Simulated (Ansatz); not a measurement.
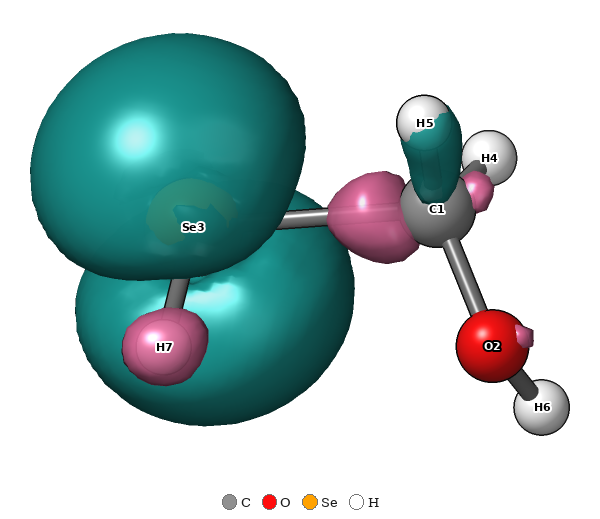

*CH$_{4}$OSe (charge +1, doublet). Isosurfaces of the spin density at +0.02 (teal) and −0.02 e/Å³ (pink), seen across its widest extent.*

Geometry: PBE0-D3(BJ)/pcseg-1.

All numbers below come from Ansatz 0.2.0, isolated molecule in a Gaussian basis; Kohn-Sham density functional theory, functional PBE0.

```xyz
7

C     0.2869    0.7803   -0.2246
O     1.1540   -0.1826    0.0705
Se   -1.7153    0.0153   -0.3597
H     0.3853    1.2842   -1.1933
H     0.1445    1.4727    0.6121
H     1.5462   -0.5851   -0.7218
H    -1.4380   -0.9952    0.6925
```

**Describe the spin distribution.**

The unpaired spin (1 electron) lies mostly on Se3 (about 1.0), in electrons by Hirshfeld's partition.
